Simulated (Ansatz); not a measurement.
CH5OSSi (charge +1)

Input

```
crystal:
  periodic: [false, false, false]
  atoms:
    - {symbol: C, position_ang: [-1.302970, 1.371247, 0.341473]}
    - {symbol: O, position_ang: [-0.406022, -1.753631, -0.064838]}
    - {symbol: S, position_ang: [-0.239384, 1.192463, -1.164750]}
    - {symbol: Si, position_ang: [0.199285, -0.802863, -1.229490]}
    - {symbol: H, position_ang: [-2.264408, 1.787579, -0.011817]}
    - {symbol: H, position_ang: [-0.781825, 2.092576, 0.997687]}
    - {symbol: H, position_ang: [-1.456344, 0.407530, 0.858139]}
    - {symbol: H, position_ang: [1.050663, -1.346907, -2.319867]}
    - {symbol: H, position_ang: [-0.265263, -2.719647, 0.009758]}
basis:
  gaussian: {orbitals: def2-TZVPD}
magnetization: {spin_polarized: false, initial_magnetization: 0}
total_charge: 1
hamiltonian: {xc: pbe0}
output: {forces: true, orbitals: {seedname: orbitals}}
```

Run with:

```sh
ansatz run input.yaml --threads 1 --pin off --max-ram 2610MiB --events-out events.jsonl --progress --plain --runs-dir runs
```

Geometry: PBE-D3(BJ)/def2-SVP.

These are results of isolated molecule in a Gaussian basis; Kohn-Sham density functional theory, functional PBE0 (Ansatz), not measurements.

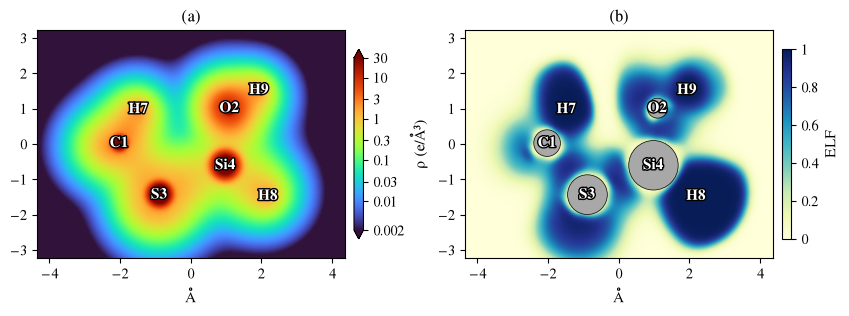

Figure 1. (a) total electron density; (b) ELF on the plane of atoms S3, Si4 and H8. Grey discs cover the atomic cores in the ELF map.

Describe what can be read from this map.

Answer. The plane passes through C, O, S, Si and H nuclei. Si–O (1.62 Å): ρ is about 1.2 e/Å³ halfway; the ELF peaks at about 0.85 between the atoms; a short, strongly polar bond. C–S (1.85 Å): the density is about 1.1 e/Å³ at the midpoint; the ELF peaks at about 0.90 between the atoms: a covalent bond. Si–S (2.04 Å): ρ at the midpoint is about 0.97 e/Å³; the ELF peaks at about 0.90 between the atoms; a covalent bond. O–H (0.98 Å): ρ is about 3.7 e/Å³ halfway; the ELF climbs to about 1 towards the hydrogen, as it does in any bond to H (an ordinary covalent bond to hydrogen). C–H (1.10 Å): ρ at the midpoint is about 2 e/Å³; the ELF climbs to about 1 towards the hydrogen; a covalent bond by its length. The ELF also peaks beside S3 and O2, away from the bonds: lone-pair regions.

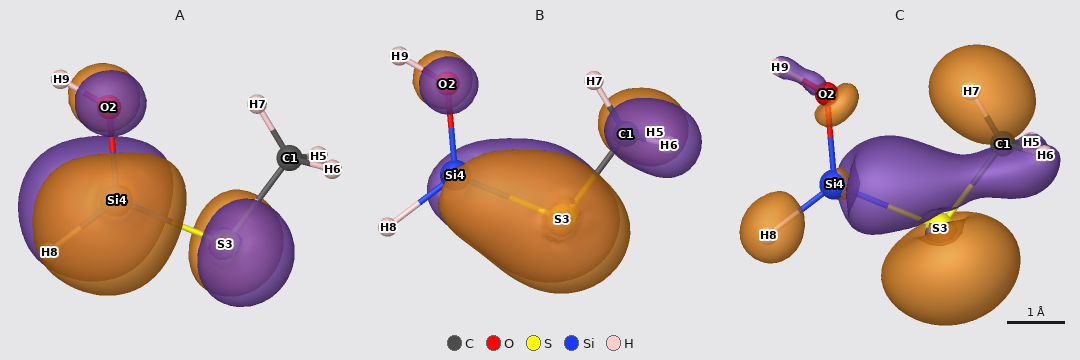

Figure 2. Three frontier orbitals at ±0.1 Å⁻³ᐟ² (orange and purple are the two phases), in no order.

Which picture is the HOMO−1, the HOMO and the LUMO?

Answer. C is the HOMO−1 (−14.72 eV). Its weight (Hirshfeld) is mainly on S3 (about 55 %), C1 (about 15 %), Si4 (about 10 %) and H7 (about 10 %). B is the HOMO (−13.30 eV). It lies mainly on S3 (about 65 %), Si4 (about 15 %) and C1 (about 5 %). A is the LUMO (−7.34 eV). By Hirshfeld shares it lies mainly on Si4 (about 60 %), S3 (about 20 %), O2 (about 10 %) and H8 (about 5 %).

What is the HOMO–LUMO gap?

Answer. 5.96 eV between the orbital energies.

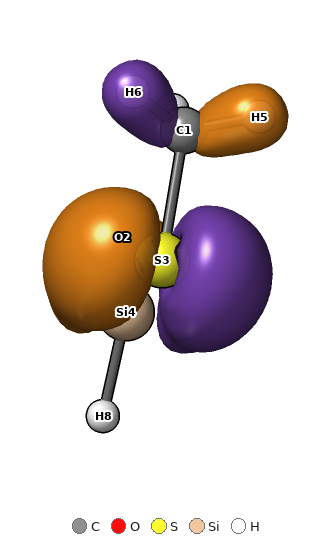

Figure 3. One frontier orbital at ±0.15 Å⁻³ᐟ² (orange and purple are the two phases), seen at an oblique angle.

Which orbital is it: HOMO or LUMO?

Answer. The HOMO, at −13.30 eV. It lies mainly on S3 (about 65 %), Si4 (about 15 %) and C1 (about 5 %).
